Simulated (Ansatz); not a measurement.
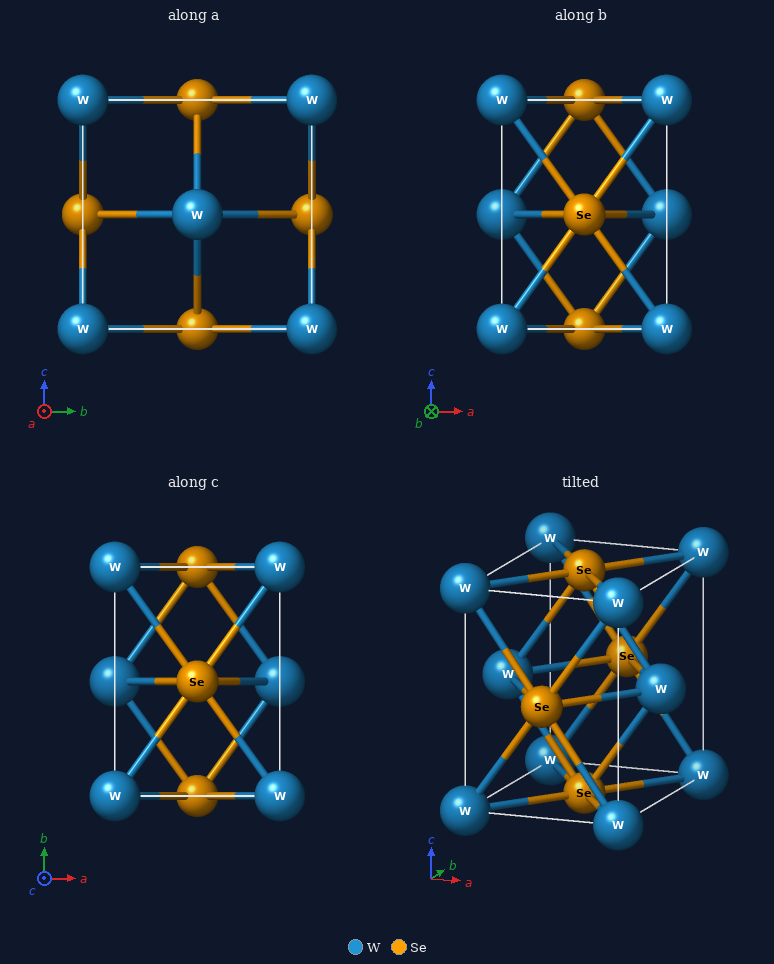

The image is a ball-and-stick drawing of a crystal, viewed along the a axis, along the b axis, along the c axis and slightly off an axis. The wireframe shows the unit cell.

Lattice parameters: a = 3.536 Å, b = 4.912 Å, c = 4.912 Å, α = 90.00°, β = 90.00°, γ = 90.00°. Put a along x and b in the xy plane.

Q: Write the structure as a POSCAR file.

A:
```
W Se
1.0
     3.536    0.000    0.000
     0.000    4.912    0.000
     0.000    0.000    4.912
W Se
2 2
Direct
  0.0000 0.0000 0.0000
  0.0000 0.5000 0.5000
  0.5000 0.5000 0.0000
  0.5000 0.0000 0.5000
```

Starting structure: a structure type filled with these elements by a generator (whether the compound takes this form wasn't checked). A relaxation with DFT PBE+U, scalar-relativistic, plane waves, PAW in Ansatz gave the geometry drawn.
